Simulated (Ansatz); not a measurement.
# C: a frozen normal mode, part 2 of 2

The task, for C: trace the energy along mode 9.

Ansatz 0.2.0; DFT r2SCAN, scalar-relativistic, plane waves, PAW.

## Step 9: Point x = 0.075 Å

File input.yaml:

```yaml
crystal:
  lattice:
    - [0.0, -1.7801417069, -1.7801417069]
    - [-1.7801417069, 0.0, -1.7801417069]
    - [1.7801417069, 1.7801417069, -3.5602834138]
  atoms:
    - { symbol: C, position: [0.7439185389, 0.7439185389, 0.7682434648] }
    - { symbol: C, position: [0.2560814611, 0.2560814611, 0.2317565352] }
    - { symbol: C, position: [0.3810814611, 0.3810814611, 0.8567565352] }
    - { symbol: C, position: [0.8689185389, 0.8689185389, 0.3932434648] }
basis:
  ecutwfc: 500
kpoints:
  mp_grid: { grid: [12, 12, 10] }
hamiltonian:
  xc: r2scan
scf:
  occupations: { method: gaussian, width: 0.05 }
output:
  forces: true
  stress: true
  eigenvalues: true
```

Started as:

```bash
> ansatz run input.yaml --threads 2 --pin off --max-ram 5120MiB --backend cpu --events-out ev --progress --plain --runs-dir out
```

Output, cut to the lines that bear on the results:

```text
Warning: the atoms were moved onto the symmetric positions of the space group found under crystal.symmetry.tolerance 1.0e-5 (fractional; no operation is sought that the atoms, as they stand in a round, miss by more than twice it, and no atom is moved by as much as it), and the run uses [...]
Warning: crystal.symmetry: narrowed to the stabiliser of the k-point mesh — unitary ops 12 → 4; excluded 8 operations that carry a point of the 12×12×10 mesh (shift [0, 0, 0]) off the mesh (the run samples exactly the mesh kpoints.mp_grid names, as under crystal.symmetry.detect: false, [...]
Warning: RAYON_NUM_THREADS=2 ignored (pool sized by the plan → 2); use --threads N
[...]
Pseudopotentials: kind: paw
Pseudopotential: C, paw, valence charge 4, recommended cutoff 500 eV (meta_gga), C.paw.azcp
Functional definition: r2SCAN
[...]
Crystal: 4 atoms, lattice volume = 22.564 Å³
Basis set: ecut = 500 eV, 555 PW (Γ), exchange–correlation on 80×80×128 points (64 copies of the dense FFT grid, shifted against one another)
Bands: 12, of which v1, the nominal top of the filled ones, is band 8 counted from 1 (7 counted from 0)
Symmetry: 4 space group operations
k-points: 398 of 1440
[...]
SCF iter   1: F=—  HF=-1005.299164 eV  |F-HF|=—  |Δ(HF+E_count)|=         —  Δρ=8.56e-3  dr2=4.65e-3  dr2_τ=7.73e-1  ethr=1.77e-3  ⟨swp⟩=5.7  Hψ=28440  notcnv=0
[...]
SCF iter   6: F=-1005.412773 eV  HF=-1005.412772 eV  |F-HF|=1.41e-8  |Δ(HF+E_count)|=   9.05e-7  Δρ=1.52e-5  dr2=1.45e-8  dr2_τ=2.60e-9  ethr=6.25e-10  ⟨swp⟩=3.5  Hψ=20350  notcnv=0
[...]
SCF converged after 6 iterations
Free energy (F): -1005.412773 eV
[...]
E sigma→0 (E₀):  -1005.412773 eV
Fermi energy:    15.804384 eV
[...]
--- Forces (eV/Å), atoms counted from 1 ---
  atom   1  C     -3.00044906    -3.00044906     3.00045268
  atom   2  C      3.17107487     3.17107487    -3.17107728
  atom   3  C      3.00044906     3.00044906    -3.00045268
  atom   4  C     -3.17107487    -3.17107487     3.17107728
[...]
--- Stress (GPa, compression-positive) ---
        2.900517      -3.423216       3.423218
       -3.423216       2.900517       3.423218
        3.423218       3.423218       2.900730
  P = ⅓ Tr σ = 2.9006 GPa (29.006 kbar)
--- Band table (eV; the first three rows and the last of 398) ---
  k-point 0: bands = ["-9.5092", "-3.1586", "-0.8083", "9.8752", "9.8752", "13.5564", "13.9787", "13.9787", "19.1634", "19.2146", "19.2146", "22.2388"]
[...]
```

It took 6.5 s on 2 threads of Oxide Virtual Turin-like (Zen 5), shared host; peak memory 0.5 GiB.

## Step 10: Point x = 0.045 Å

File input.yaml:

```yaml
crystal:
  lattice:
    - [0.0, -1.7801417069, -1.7801417069]
    - [-1.7801417069, 0.0, -1.7801417069]
    - [1.7801417069, 1.7801417069, -3.5602834138]
  atoms:
    - { symbol: C, position: [0.7463511234, 0.7463511234, 0.7609460789] }
    - { symbol: C, position: [0.2536488766, 0.2536488766, 0.2390539211] }
    - { symbol: C, position: [0.3786488766, 0.3786488766, 0.8640539211] }
    - { symbol: C, position: [0.8713511234, 0.8713511234, 0.3859460789] }
basis:
  ecutwfc: 500
kpoints:
  mp_grid: { grid: [12, 12, 10] }
hamiltonian:
  xc: r2scan
scf:
  occupations: { method: gaussian, width: 0.05 }
output:
  forces: true
  stress: true
  eigenvalues: true
```

Started as:

```bash
> ansatz run input.yaml --threads 2 --pin off --max-ram 5120MiB --backend cpu --events-out ev --progress --plain --runs-dir out
```

Output, cut to the lines that bear on the results:

```text
[...]
SCF converged after 6 iterations
Free energy (F): -1005.929375 eV
[...]
E sigma→0 (E₀):  -1005.929375 eV
Fermi energy:    15.676446 eV
[...]
--- Forces (eV/Å), atoms counted from 1 ---
  atom   1  C     -1.84612840    -1.84612840     1.84612975
  atom   2  C      1.90753775     1.90753775    -1.90753483
  atom   3  C      1.84612840     1.84612840    -1.84612975
  atom   4  C     -1.90753775    -1.90753775     1.90753483
[...]
--- Stress (GPa, compression-positive) ---
        1.048502      -1.260187       1.260204
       -1.260187       1.048502       1.260204
        1.260204       1.260204       1.048714
  P = ⅓ Tr σ = 1.0486 GPa (10.486 kbar)
--- Band table (eV; the first three rows and the last of 398) ---
  k-point 0: bands = ["-9.4157", "-3.3021", "-0.7406", "10.1874", "10.1874", "13.4481", "13.6250", "13.6250", "19.2351", "19.2576", "19.2576", "22.2950"]
[...]
```

It took 6.1 s on 2 threads of Oxide Virtual Turin-like (Zen 5), shared host; peak memory 0.5 GiB.

## Step 11: At x = 0.015 Å

File input.yaml:

```yaml
crystal:
  lattice:
    - [0.0, -1.7801417069, -1.7801417069]
    - [-1.7801417069, 0.0, -1.7801417069]
    - [1.7801417069, 1.7801417069, -3.5602834138]
  atoms:
    - { symbol: C, position: [0.7487837078, 0.7487837078, 0.753648693] }
    - { symbol: C, position: [0.2512162922, 0.2512162922, 0.246351307] }
    - { symbol: C, position: [0.3762162922, 0.3762162922, 0.871351307] }
    - { symbol: C, position: [0.8737837078, 0.8737837078, 0.378648693] }
basis:
  ecutwfc: 500
kpoints:
  mp_grid: { grid: [12, 12, 10] }
hamiltonian:
  xc: r2scan
scf:
  occupations: { method: gaussian, width: 0.05 }
output:
  forces: true
  stress: true
  eigenvalues: true
```

Started as:

```bash
> ansatz run input.yaml --threads 2 --pin off --max-ram 5120MiB --backend cpu --events-out ev --progress --plain --runs-dir out
```

Output, cut to the lines that bear on the results:

```text
Warning: crystal.symmetry: narrowed to the stabiliser of the k-point mesh — unitary ops 12 → 4; excluded 8 operations that carry a point of the 12×12×10 mesh (shift [0, 0, 0]) off the mesh (the run samples exactly the mesh kpoints.mp_grid names, as under crystal.symmetry.detect: false, [...]
Warning: RAYON_NUM_THREADS=2 ignored (pool sized by the plan → 2); use --threads N
[...]
[... 3 set-up lines as earlier in the session ...]
[...]
Crystal: 4 atoms, lattice volume = 22.564 Å³
Basis set: ecut = 500 eV, 555 PW (Γ), exchange–correlation on 80×80×128 points (64 copies of the dense FFT grid, shifted against one another)
Bands: 12, of which v1, the nominal top of the filled ones, is band 8 counted from 1 (7 counted from 0)
[... 1 set-up line as earlier in the session ...]
k-points: 398 of 1440
[...]
SCF iter   1: F=—  HF=-1006.077769 eV  |F-HF|=—  |Δ(HF+E_count)|=         —  Δρ=8.83e-3  dr2=4.74e-3  dr2_τ=7.74e-1  ethr=1.77e-3  ⟨swp⟩=5.7  Hψ=28371  notcnv=0
[...]
SCF iter   6: F=-1006.190320 eV  HF=-1006.190320 eV  |F-HF|=3.30e-8  |Δ(HF+E_count)|=   6.81e-7  Δρ=2.88e-5  dr2=5.68e-8  dr2_τ=8.26e-9  ethr=6.25e-10  ⟨swp⟩=6.1  Hψ=24160  notcnv=0
[...]
SCF converged after 6 iterations
Free energy (F): -1006.190320 eV
[...]
E sigma→0 (E₀):  -1006.190320 eV
Fermi energy:    15.596630 eV
[...]
--- Forces (eV/Å), atoms counted from 1 ---
  atom   1  C     -0.62645351    -0.62645351     0.62645181
  atom   2  C      0.63328274     0.63328274    -0.63327832
  atom   3  C      0.62645351     0.62645351    -0.62645181
  atom   4  C     -0.63328274    -0.63328274     0.63327832
[...]
--- Stress (GPa, compression-positive) ---
        0.117995      -0.141880       0.141884
       -0.141880       0.117995       0.141884
        0.141884       0.141884       0.118234
  P = ⅓ Tr σ = 0.1181 GPa (1.181 kbar)
--- Band table (eV; the first three rows and the last of 398) ---
  k-point 0: bands = ["-9.3672", "-3.3763", "-0.7061", "10.3764", "10.3764", "13.3936", "13.4152", "13.4152", "19.2768", "19.2796", "19.2796", "22.3230"]
[...]
```

It took 8.3 s on 2 threads of Oxide Virtual Turin-like (Zen 5), shared host; peak memory 0.49 GiB.

## Step 12: All points together

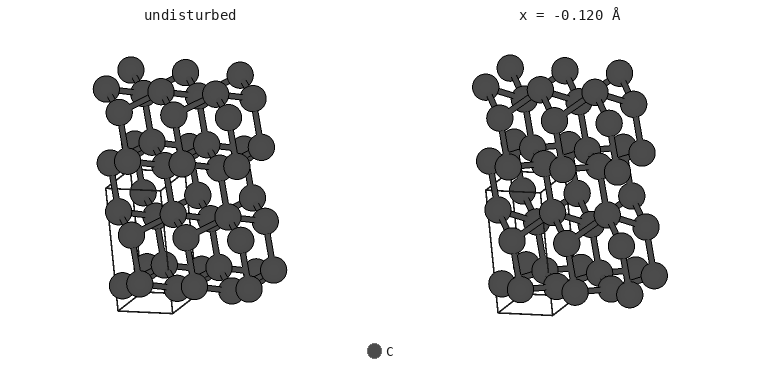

The undisturbed cell and the costliest point of the scan, at one scale, with neighbouring cells.

Collected from the runs (energy zero: the undisturbed cell):

```
 x (Å)  ΔE (meV/cell)  force along the mode (eV/Å)  pressure (GPa)  gap on the mesh (eV)
-0.120         2040.3                       33.078             7.3                  2.73
-0.060          520.6                       17.235             1.9                  3.90
 0.000            0.0                        0.000             0.0                  4.40
 0.015           32.7                       -4.364             0.1                  4.36
 0.030          130.8                       -8.706             0.5                  4.26
 0.045          293.7                      -13.003             1.0                  4.10
 0.075          810.3                      -21.379             2.9                  3.65
 0.090         1161.4                      -25.415             4.2                  3.37
 0.105         1572.1                      -29.321             5.6                  3.06
```

Not run, since symmetry makes them alike: 0.120 repeats -0.120, -0.090 repeats 0.090, 0.060 repeats -0.060, -0.030 repeats 0.030. Energy, pressure and gap are the same there.

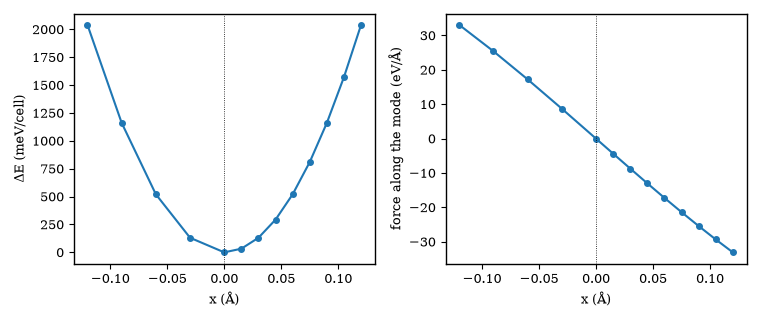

ΔE and force along the mode along the scan; points alike by symmetry are filled in.

## Step 13: Outcome

What follows sums up all 2 parts.

```
                                          quantity      value
                   harmonic wavenumber of the mode  1283 cm⁻¹
the same from the force at an amplitude of 0.015 Å  1283 cm⁻¹
```

In words: The force at the smallest amplitude gives 1283 cm⁻¹ against 1283 cm⁻¹ from the phonon run, so the curve is close to a parabola there. No sampled point lies below the undisturbed cell. The gap on the mesh stays between 2.73 and 4.40 eV.
